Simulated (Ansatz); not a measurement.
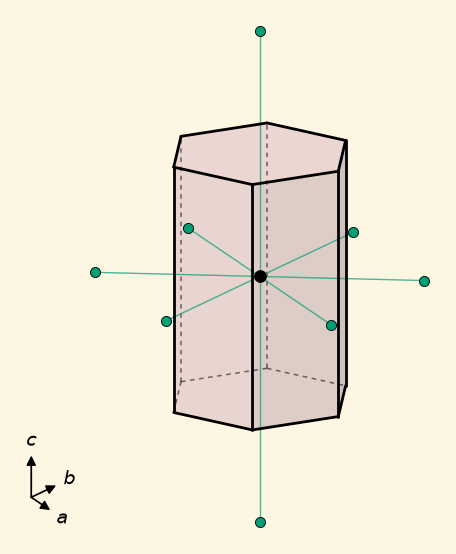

The Wigner–Seitz cell of the crystal's lattice, with lines to the lattice points that define its faces. Crystal: Be, coordinates from a relaxation with DFT LDA, scalar-relativistic, plane waves, PAW in Ansatz. Geometry calculated from the standardised cell; symmetry tolerance 0.002 Å.

a = 2.231 Å, b = 2.231 Å, c = 3.505 Å, α = 90.00°, β = 90.00°, γ = 120.00°; lattice centring P.

Describe the polyhedron.

Answer. A hexagonal prism: 8 faces (6 with 4 edges, 2 with 6 edges), 18 edges, 12 vertices. Its volume is that of the primitive cell, 15.1 Å³.

Which lattice vectors do the faces bisect?

Answer.
```tsv
example	length (Å)	faces	edges of each	area (Å²)
a + b	2.23	6	4	4.5
c	3.50	2	6	4.3
```
